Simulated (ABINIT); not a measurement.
# NaCl (Fm-3m): changed settings of a GW run in ABINIT

Aim: change inputs of a GW run on NaCl (Fm-3m) and see what moves.

Program: ABINIT 10.8.3. Level of theory: PBE and many-body steps on it, plane waves. Results are calculated unless marked as measured.

The database entry behind the starting cell differs from later determinations by our own check (an axis about 0.4 % short against later determinations), so it need not match the best structure at ambient conditions.

## Step 1: Set-up

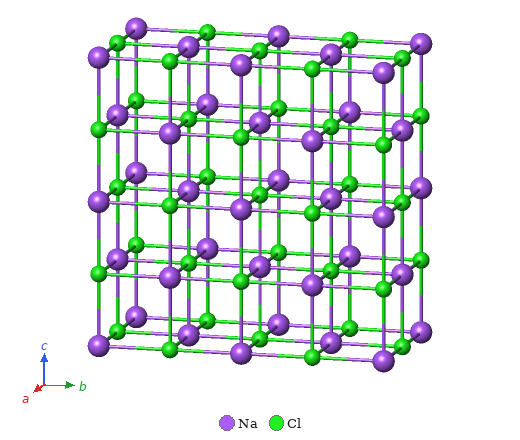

The starting structure, seen slightly off an axis (sodium purple, chlorine green). 1×2×2 cells are drawn. This picture shows the conventional cell, with its axes. Some periodic images of atoms are drawn too.

The cell and positions come from the Crystallography Open Database and are kept as given unless a step says otherwise.

## Step 2: Screening, 6×6×6 mesh, 140 bands, screening to 190.5 eV

This step: ABINIT 10.8.3; RPA screening on PBE, plane waves, norm-conserving pseudopotentials.

The RPA dielectric matrix is built and inverted for each q.

Input file run.abi:

```
acell 3*1.0 Angstrom
rprim 
  0.000000000000 2.810000000000 2.810000000000
  2.810000000000 0.000000000000 2.810000000000
  2.810000000000 2.810000000000 0.000000000000
ntypat 2
znucl 11 17
natom 2
typat 1 2
xred 
  0.000000000000 0.000000000000 0.000000000000
  0.500000000000 0.500000000000 0.500000000000
pp_dirpath "pseudos"
pseudos "Na.upf, Cl.upf"
ecut 38
ngkpt 6 6 6
nshiftk 1
shiftk 0 0 0
kptopt 1
chksymbreak 0
istwfk *1
occopt 1
irdwfk 1
optdriver 3
nband 140
ecuteps 7
inclvkb 2
awtr 1
symchi 1
indata_prefix "in"
outdata_prefix "out"
tmpdata_prefix "tmp"
```

On the command line:

```console
> OMP_NUM_THREADS=1 mpirun -n 8 abinit run.abi > log
```

The program printed:

```text
.Version 10.8.3 of ABINIT. v10.8.2 released Aug 2026.

 Symmetries : space group Fm -3 m (#225); Bravais cF (face-center cubic)
[... echo of the input left out ...]
== DATASET  1 ==================================================================
-   mpi_nproc: 8, omp_nthreads: 1 (-1 if OMP is not activated)

--- !DatasetInfo
iteration_state: {dtset: 1, }
dimensions: {natom: 2, nkpt: 16, mband: 140, nsppol: 1, nspinor: 1, nspden: 1, mpw: 3383, }
cutoff_energies: {ecut:  38.0, pawecutdg:  -1.0, }
electrons: {nelect:   1.60000000E+01, charge:   0.00000000E+00, occopt:   1.00000000E+00, tsmear:   1.00000000E-02, }

 SCREENING: Calculation of the susceptibility and dielectric matrices

 Based on a program developped by R.W. Godby, V. Olevano, G. Onida, and L. Reining.
 Incorporated in ABINIT by V. Olevano, G.-M. Rignanese, and M. Torrent.
.Using double precision arithmetic ; gwpc =  8

[... cell and pseudopotentials left out ...]
--------------------------------------------------------------------------------

 ==== K-mesh for the wavefunctions ====
 Number of points in the irreducible wedge :    16
[... list of points left out ...]
 Together with 48 symmetry operations and time-reversal symmetry
 yields   216 points in the full Brillouin Zone.

 ==== Q-mesh for the screening function ====
 Number of points in the irreducible wedge :    16
[... list of points left out ...]
 Together with 48 symmetry operations and time-reversal symmetry
 yields   216 points in the full Brillouin Zone.

 setmesh: FFT mesh size selected  =    30x   30x   30
          total number of points  =        27000

 vcoul_init : cutoff-mode = AUXILIARY_FUNCTION
 q-points for optical limit:   1
     1)      0.000010    0.000020    0.000030

- screening: taking advantage of time-reversal symmetry
- Maximum band index for partially occupied states nbvw = 8
- Remaining bands to be divided among processors   nbcw = 132
- Number of bands treated by each node ~16

 Number of electrons calculated from density =   16.0000; Expected =   16.0000
 average of density, n =  0.053429
 r_s =    1.6471
 omega_plasma =   22.2968 [eV]

 calculating chi0 at frequencies [eV] :
  1    0.000000E+00    0.000000E+00
  2    0.000000E+00    2.229681E+01

--------------------------------------------------------------------------------
  q-point number  1        q = ( 0.000000, 0.000000, 0.000000) [r.l.u.]
--------------------------------------------------------------------------------
[... chi0 elements left out ...]
 For q-point:  0.000010 0.000020 0.000030
  dielectric constant =   2.3511
  dielectric constant without local fields =   2.7652

  Average fulfillment of the sum rule on Im[epsilon] for q-point    1 :     70.09  [%]
[... wings left out ...]
  q-point number  2        q = ( 0.166667, 0.000000, 0.000000) [r.l.u.]
--------------------------------------------------------------------------------
[... chi0 elements left out ...]
  Average fulfillment of the sum rule on Im[epsilon] for q-point    2 :     79.14  [%]

 [... 14 further q-points ...]
```

Elapsed: 4.4 min, on 8 MPI ranks of Arm Neoverse N1, shared host; peak memory 2.4 GiB; 35 min of CPU time.

Numbers from this step:

| Quantity | Value |
| --- | --- |
| ε∞ with local fields, on this mesh, along the program's q direction | 2.351 |
| the same without local fields | 2.765 |
| plasma frequency | 22.30 eV |
| plane waves in the screening matrix | 259 |

Local fields lower ε∞ by 15 %.

## Step 3: Base

The self-energy is evaluated for the states that the input lists, and the levels follow from it, in one-shot runs by the linearised quasiparticle equation.

This step: G0W0 on PBE, plane waves, norm-conserving pseudopotentials.

Edit run.abi of step 2 so:

```diff
@@ -23,8 +23,15 @@
 irdwfk 1
-optdriver 3
+optdriver 4
 nband 140
+gwcalctyp 0
+ecutsigx 38
+symsigma 1
+nkptgw 1
+kptgw 
+  0.0000000000 0.0000000000 0.0000000000
+bdgw 
+  6 12
 ecuteps 7
-inclvkb 2
-awtr 1
-symchi 1
+irdscr 1
+ppmodel 1
 indata_prefix "in"
```

The program printed:

```text
.Version 10.8.3 of ABINIT. v10.8.2 released Aug 2026.

 Symmetries : space group Fm -3 m (#225); Bravais cF (face-center cubic)
[... echo of the input left out ...]
== DATASET  1 ==================================================================
-   mpi_nproc: 8, omp_nthreads: 1 (-1 if OMP is not activated)

--- !DatasetInfo
iteration_state: {dtset: 1, }
dimensions: {natom: 2, nkpt: 16, mband: 140, nsppol: 1, nspinor: 1, nspden: 1, mpw: 3383, }
cutoff_energies: {ecut:  38.0, pawecutdg:  -1.0, }
electrons: {nelect:   1.60000000E+01, charge:   0.00000000E+00, occopt:   1.00000000E+00, tsmear:   1.00000000E-02, }

 SIGMA: Calculation of the GW corrections

 Based on a program developped by R.W. Godby, V. Olevano, G. Onida, and L. Reining.
 Incorporated in ABINIT by V. Olevano, G.-M. Rignanese, and M. Torrent.
.Using double precision arithmetic ; gwpc =  8

[... cell and pseudopotentials left out ...]
--------------------------------------------------------------------------------

 ==== K-mesh for the wavefunctions ====
 Number of points in the irreducible wedge :    16
[... list of points left out ...]
 Together with 48 symmetry operations and time-reversal symmetry
 yields   216 points in the full Brillouin Zone.

 ==== Q-mesh for screening function ====
 Number of points in the irreducible wedge :    16
[... list of points left out ...]
 Together with 48 symmetry operations and time-reversal symmetry
 yields   216 points in the full Brillouin Zone.

 vcoul_init : cutoff-mode = AUXILIARY_FUNCTION
 q-points for optical limit:   1
     1)      0.000010    0.000020    0.000030
 setmesh: FFT mesh size selected  =    45x   45x   45
          total number of points  =        91125

 Number of electrons calculated from density =   16.0000; Expected =   16.0000
 average of density, n =  0.053429
 r_s =    1.6471
 omega_plasma =   22.2968 [eV]

 === KS Band Gaps ===
  >>>> For spin  1
   Minimum direct gap =   5.1497 [eV], located at k-point      :   0.0000  0.0000  0.0000
   Fundamental gap    =   5.1497 [eV], Top of valence bands at :   0.0000  0.0000  0.0000
                                       Bottom of conduction at :   0.0000  0.0000  0.0000
 SIGMA fundamental parameters:
 PLASMON POLE MODEL  1
 number of plane-waves for SigmaX                 3383
 number of plane-waves for SigmaC and W            259
 number of plane-waves for wavefunctions          3383
 number of bands                                   140
 number of independent spin polarizations            1
 number of spinorial components                      1
 number of k-points in IBZ                          16
 number of q-points in IBZ                          16
 number of symmetry operations                      48
 number of k-points in BZ                          216
 number of q-points in BZ                          216
 number of frequencies for dSigma/dE                 9
 frequency step for dSigma/dE [eV]                0.25
 number of omega for Sigma on real axis              0
 max omega for Sigma on real axis  [eV]           0.00
 zcut for avoiding poles [eV]                     0.10

 EPSILON^-1 parameters (SCR file):
 dimension of the eps^-1 matrix on file            259
 dimension of the eps^-1 matrix used               259
 number of plane-waves for wavefunctions          3383
 number of bands                                   140
 number of q-points in IBZ                          16
 number of frequencies                               2
 number of real frequencies                          1
 number of imag frequencies                          1

 matrix elements of self-energy operator (all in [eV])

 Perturbative Calculation

--- !SelfEnergy_ee
iteration_state: {dtset: 1, }
kpoint     : [   0.000,    0.000,    0.000, ]
spin       : 1
KS_gap     :    5.150
QP_gap     :    8.080
Delta_QP_KS:    2.930
data: !SigmaeeData |
     Band     E0 <VxcDFT>   SigX SigC(E0)      Z dSigC/dE  Sig(E)    E-E0       E
        6  -0.539 -14.493 -18.976   1.818   0.810  -0.235 -16.651  -2.158  -2.697
        7  -0.539 -14.493 -18.976   1.818   0.810  -0.235 -16.651  -2.158  -2.697
        8  -0.539 -14.493 -18.976   1.818   0.810  -0.235 -16.651  -2.158  -2.697
        9   4.611  -8.179  -4.218  -3.068   0.864  -0.157  -7.407   0.772   5.383
       10  10.523  -8.377  -3.612  -3.301   0.859  -0.164  -7.119   1.258  11.781
       11  10.523  -8.377  -3.612  -3.301   0.859  -0.164  -7.119   1.258  11.781
       12  10.523  -8.377  -3.612  -3.301   0.859  -0.164  -7.119   1.258  11.781

== END DATASET(S) ==============================================================
================================================================================

 -outvars: echo values of variables after computation  --------
           etotal      0.0000000000E+00
            nband         140
             nkpt          16
          spgroup         225
 [... the other variables as echoed above ...]

 Calculation completed.
```

Wall time 16 s (8 MPI ranks); peak memory 2.4 GiB.

Numbers from this step:

```
G0W0 gap on the points computed              : 8.08 eV
starting gap on the mesh                     : 5.150 eV
k of the valence top                         : 0, 0, 0
k of the conduction bottom                   : 0, 0, 0
Z at the valence top                         : 0.81
Z at the conduction bottom                   : 0.864
least direct G0W0 gap on the computed points : 8.08 eV
```

The gap on the mesh goes from 5.15 eV to 8.08 eV, a correction of +2.93 eV.

## Step 4: Coulomb singularity

Edit run.abi of step 3 so:

```diff
@@ -36,2 +36,3 @@
 ppmodel 1
+gw_icutcoul 3
 indata_prefix "in"
```

The program printed:

```text
.Version 10.8.3 of ABINIT. v10.8.2 released Aug 2026.

 Symmetries : space group Fm -3 m (#225); Bravais cF (face-center cubic)
[... echo of the input left out ...]
== DATASET  1 ==================================================================
-   mpi_nproc: 8, omp_nthreads: 1 (-1 if OMP is not activated)

--- !DatasetInfo
iteration_state: {dtset: 1, }
dimensions: {natom: 2, nkpt: 16, mband: 140, nsppol: 1, nspinor: 1, nspden: 1, mpw: 3383, }
cutoff_energies: {ecut:  38.0, pawecutdg:  -1.0, }
electrons: {nelect:   1.60000000E+01, charge:   0.00000000E+00, occopt:   1.00000000E+00, tsmear:   1.00000000E-02, }

 SIGMA: Calculation of the GW corrections

 Based on a program developped by R.W. Godby, V. Olevano, G. Onida, and L. Reining.
 Incorporated in ABINIT by V. Olevano, G.-M. Rignanese, and M. Torrent.
.Using double precision arithmetic ; gwpc =  8

[... cell and pseudopotentials left out ...]
--------------------------------------------------------------------------------

 ==== K-mesh for the wavefunctions ====
 Number of points in the irreducible wedge :    16
[... list of points left out ...]
 Together with 48 symmetry operations and time-reversal symmetry
 yields   216 points in the full Brillouin Zone.

 ==== Q-mesh for screening function ====
 Number of points in the irreducible wedge :    16
[... list of points left out ...]
 Together with 48 symmetry operations and time-reversal symmetry
 yields   216 points in the full Brillouin Zone.

 vcoul_init : cutoff-mode = CRYSTAL
 q-points for optical limit:   1
     1)      0.000010    0.000020    0.000030
 setmesh: FFT mesh size selected  =    45x   45x   45
          total number of points  =        91125

 Number of electrons calculated from density =   16.0000; Expected =   16.0000
[...]
number of q-points in BZ                          216
 number of frequencies for dSigma/dE                 9
 frequency step for dSigma/dE [eV]                0.25
 number of omega for Sigma on real axis              0
 max omega for Sigma on real axis  [eV]           0.00
 zcut for avoiding poles [eV]                     0.10

 EPSILON^-1 parameters (SCR file):
 dimension of the eps^-1 matrix on file            259
 dimension of the eps^-1 matrix used               259
 number of plane-waves for wavefunctions          3383
 number of bands                                   140
 number of q-points in IBZ                          16
 number of frequencies                               2
 number of real frequencies                          1
 number of imag frequencies                          1

 matrix elements of self-energy operator (all in [eV])

 Perturbative Calculation

--- !SelfEnergy_ee
iteration_state: {dtset: 1, }
kpoint     : [   0.000,    0.000,    0.000, ]
spin       : 1
KS_gap     :    5.150
QP_gap     :    7.984
Delta_QP_KS:    2.835
data: !SigmaeeData |
     Band     E0 <VxcDFT>   SigX SigC(E0)      Z dSigC/dE  Sig(E)    E-E0       E
        6  -0.539 -14.493 -18.651   1.725   0.813  -0.230 -16.472  -1.979  -2.517
        7  -0.539 -14.493 -18.651   1.725   0.813  -0.230 -16.472  -1.979  -2.517
        8  -0.539 -14.493 -18.651   1.725   0.813  -0.230 -16.472  -1.979  -2.517
        9   4.611  -8.179  -4.218  -2.975   0.868  -0.152  -7.323   0.856   5.467
       10  10.523  -8.377  -3.612  -3.208   0.863  -0.159  -7.033   1.344  11.867
       11  10.523  -8.377  -3.612  -3.208   0.863  -0.159  -7.033   1.344  11.867
       12  10.523  -8.377  -3.612  -3.208   0.863  -0.159  -7.033   1.344  11.867

== END DATASET(S) ==============================================================
================================================================================

 -outvars: echo values of variables after computation  --------
           etotal      0.0000000000E+00
            nband         140
             nkpt          16
          spgroup         225
 [... the other variables as echoed above ...]

 Calculation completed.
```

Run time: 16 s. Hardware: 8 MPI ranks; peak memory 2.4 GiB.

Numbers from this step:

* G0W0 gap on the points computed: 7.984 eV
* starting gap on the mesh: 5.150 eV
* k of the valence top: 0, 0, 0
* k of the conduction bottom: 0, 0, 0
* Z at the valence top: 0.813
* Z at the conduction bottom: 0.868
* least direct G0W0 gap on the computed points: 7.984 eV

Against G0W0 in ABINIT (6×6×6 mesh, 140 bands, screening to 190.5 eV, Godby-Needs plasmon pole), the gap moves by −0.096 eV.

## Step 5: Side by side

Times are wall times on 8 MPI ranks of Arm Neoverse N1, shared host, good to a factor of about two. A run's time includes the screening step that it read.

```csv
run,mesh,bands,screening cutoff (eV),DFT gap (eV),gap on the mesh (eV),direct (eV),ε∞ used,time
base,6×6×6,140,190.5,5.150,8.080,8.080,2.35,4.7 min
Coulomb singularity,6×6×6,140,190.5,5.150,7.984,7.984,2.35,4.7 min
```

## Step 6: What came out

- base: 8.080 eV
- Coulomb singularity: 7.984 eV
- known limits: not at the basis limit

What this shows: Coulomb singularity: −0.096 eV against base (keys changed: gw_icutcoul). Bands and cutoff are finite, so the gap is not at the basis limit. The miss can reach some tenths of an eV and take either sign; the mesh is an error of its own. In the G0W0 runs levels were corrected at 1 k point alone, so a gap called «on the mesh» is the least over those, and an edge elsewhere would be missed.

[Paths, hosts, dates, memory and timing lines, banners, echoed tables and standing remarks are left out of the program output.]

[Logs are printed without paths, hosts, clocks, repeated set-up lines and the standing remarks that a program may print on its own settings, such as how far it seeks lower states.]

[Runs of the session that timed out or met a known fault of the program may be left out.]

[Hosts, paths, dates, database ids (printed as entryN), source tags and the programs' standing remarks are cut or masked in the printed files.]

[G0W0 gaps are taken among the corrected bands and points alone; a level outside them can change the order at an edge.]

[Where Ansatz stands beside ABINIT at settings called matched, ABINIT's density can come from a denser mesh and the files from another edition; pairs whose starting gaps differed by over 0.03 eV were left out, so agreement reads better than it is.]
